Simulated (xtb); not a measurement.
## Run report: CH4F2Ge, energy and gradient calculation

CH4F2Ge, SMILES [CH3][GeH]([F])[F], computed with GFN-FF (xtb 6.7.1).

The geometry comes from this level: PBE0-D4/def2-TZVP.

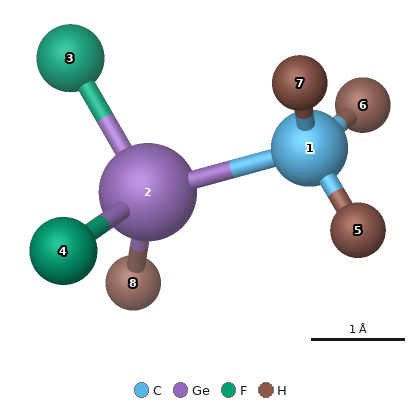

Figure 1. The structure as given in the input (ball-and-stick view, seen at a tilt; atoms are numbered from 1 in the order of the input). Sticks mark near contacts. Bond lengths as drawn: C–Ge 1.92 Å, C–H 1.09 Å, F–Ge 1.73 Å and Ge–H 1.53 Å.

Input file (struc.tmol):
```
$coord
     -0.618885305815      1.835868930074     -0.432180364702  c
      0.384559266361     -1.533701722746      0.480746326105  ge
      3.540590867099     -1.478521719907      1.336603287948  f
      0.310104057051     -3.399617298202     -2.204365524376  f
     -2.564358351117      1.834735094399     -1.111158961280  h
     -0.468652078907      3.085355843676      1.199409171300  h
      0.622097840227      2.519571841964     -1.927709619731  h
     -1.031412518821     -2.972161248811      2.553397939594  h
$end
```

File input.inp:
```
$chrg 0
$spin 0
$end
```

Run on 1 thread of Arm Neoverse V1, 24 GiB of memory available, shared host.

Launch command:
```bash
xtb struc.tmol --gff -I input.inp --grad -P 1 > out.txt 2> xtb.err
```

Output:
```
* xtb version 6.7.1
   ID    Z sym.   atoms
    1    6 c      1
    2   32 ge     2
    3    9 f      3, 4
    4    1 h      5-8

           -------------------------------------------------
          |                Calculation Setup                |
           -------------------------------------------------

          program call               : xtb struc.tmol --gff -I input.inp --grad -P 1
          coordinate file            : struc.tmol
          omp threads                :                     1

          ==================== Thresholds ====================
          CN  :   150.00000
          rep :   500.00000
          disp:  2500.00000
          HB1 :   250.00000
          HB2 :   450.00000

          Pauling EN used:
          Z : 1  EN :  2.20
          Z : 6  EN :  2.55
          Z : 9  EN :  3.98
          Z :32  EN :  2.01
          electric field strengths (au): 0.000

           -------------------------------------------------
          |           Force Field Initialization            |
           -------------------------------------------------

          distances ...
          ----------------------------------------
          generating topology and atomic info file ...
          pair mat ...
          computing topology distances matrix with Floyd-Warshall algo ...
          making topology EEQ charges ...
          #fragments for EEQ constrain: 1
          ----------------------------------------
          generating topology and atomic info file ...
          pair mat ...
          computing topology distances matrix with Floyd-Warshall algo ...
          making topology EEQ charges ...
          #fragments for EEQ constrain: 1
          rings ...
          # BATM   18
          # H in HB   4

  atom   neighbors  erfCN metchar sp-hybrid imet pi  qest     coordinates
    1  c       4    3.48   0.00         3    0    0  -0.091   -0.618885    1.835869   -0.432180
    2  ge      4    3.47   0.02         3    0    0   0.376    0.384559   -1.533702    0.480746
    3  f       1    0.98   0.00         0    0    0  -0.288    3.540591   -1.478522    1.336603
    4  f       1    0.98   0.00         0    0    0  -0.288    0.310104   -3.399617   -2.204366
    5  h       1    0.97   0.00         0    0    0   0.085   -2.564358    1.834735   -1.111159
    6  h       1    0.97   0.00         0    0    0   0.085   -0.468652    3.085356    1.199409
    7  h       1    0.97   0.00         0    0    0   0.085    0.622098    2.519572   -1.927710
    8  h       1    0.96   0.01         0    0    0   0.038   -1.031413   -2.972161    2.553398

          #atoms :   8
          #bonds :   7
          #angl  :   12
          #tors  :   9
          #nmol  :   1
          #optfrag :   1
           -------------------------------------------------
          |                   G F N - F F                   |
          |          A general generic force-field          |
          |                  Version 1.0.3                  |
           -------------------------------------------------
          Number of HB bonds (bound hydrogen)     4
          Number of HB bonds (unbound hydrogen)   0
          Number of XB bonds                      0

 E+G (total)                   0 d,  0 h,  0 min,  0.000 sec
 distance/D3 list               ...        0 min,  0.000 sec (  1.117%)
 non bonded repulsion           ...        0 min,  0.000 sec (  5.235%)
 dCN                            ...        0 min,  0.000 sec (  3.036%)
 EEQ energy and q               ...        0 min,  0.000 sec ( 14.428%)
 D3                             ...        0 min,  0.000 sec ( 21.510%)
 EEQ gradient                   ...        0 min,  0.000 sec (  2.514%)
 bonds                          ...        0 min,  0.000 sec ( 11.177%)
 bend and torsion               ...        0 min,  0.000 sec ( 11.541%)
 bonded ATM                     ...        0 min,  0.000 sec (  2.850%)
 HB/XB (incl list setup)        ...        0 min,  0.000 sec ( 16.693%)

         :::::::::::::::::::::::::::::::::::::::::::::::::::::
         ::                     SUMMARY                     ::
         :::::::::::::::::::::::::::::::::::::::::::::::::::::
         :: total energy              -0.819986305942 Eh    ::
         :: gradient norm              0.036707932863 Eh/a0 ::
         ::.................................................::
         :: bond energy               -0.806761124248 Eh    ::
         :: angle energy               0.016419168762 Eh    ::
         :: torsion energy             0.000009157714 Eh    ::
         :: repulsion energy           0.036673045411 Eh    ::
         :: electrostat energy        -0.063818667946 Eh    ::
         :: dispersion energy         -0.002461958160 Eh    ::
         :: HB energy                  0.000000000000 Eh    ::
         :: XB energy                  0.000000000000 Eh    ::
         :: bonded atm energy         -0.000045927476 Eh    ::
         :: external energy            0.000000000000 Eh    ::
         :: add. restraining           0.000000000000 Eh    ::
         :: total charge              -0.000000000000 e     ::
         :::::::::::::::::::::::::::::::::::::::::::::::::::::

           -------------------------------------------------
          |                Property Printout                |
           -------------------------------------------------

molecular dipole:
                 x           y           z       tot (Debye)
 q only:       -1.109       1.111       0.409       4.121

           -------------------------------------------------
          | TOTAL ENERGY               -0.819986305942 Eh   |
          | GRADIENT NORM               0.036707932863 Eh/α |
           -------------------------------------------------
########################################################################
[WARNING] Runtime exception occurred
-1- gfnff_setup: Could not read topology file.
########################################################################

------------------------------------------------------------------------
------------------------------------------------------------------------
 total:
 *  cpu-time:     0 d,  0 h,  0 min,  0.002 sec
 * ratio c/w:     1.000 speedup
 SCF:
 *  cpu-time:     0 d,  0 h,  0 min,  0.000 sec
 * ratio c/w:     0.997 speedup
```

Summary:

- outcome: converged
- total energy: −0.819986 hartree
- dispersion energy: −0.002462 hartree
- largest force: 1.585 eV/Å
- dipole moment: 4.12 D
- peak memory: 0.076 GiB
